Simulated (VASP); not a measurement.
Band structure of CaC2 (space group C2/m). Calculation: r2SCAN meta-GGA, VASP's PBE PAW potentials (set 64) (plane waves; VASP).

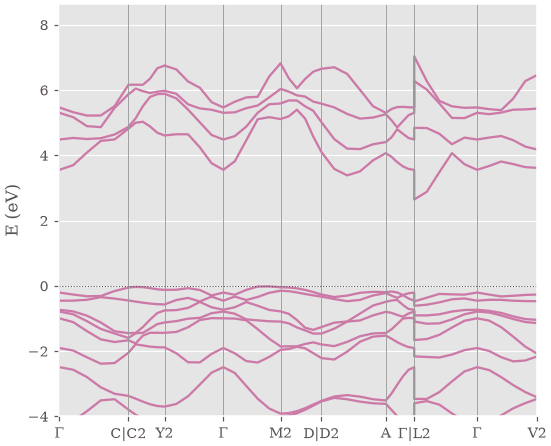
Figure: Bands along high-symmetry lines, zero at the valence-band maximum or, without a gap, the Fermi level

Task: Read the plot: is there a gap, and where are the band edges?

Result: The gap is indirect, 2.65 eV, from the valence maximum at (-0.43, -0.43, 0.25) to the conduction minimum at L2.

The structure comes from a computed database's CaC2 entry (C2/m); how it stands against other phases isn't given here. It was relaxed first.
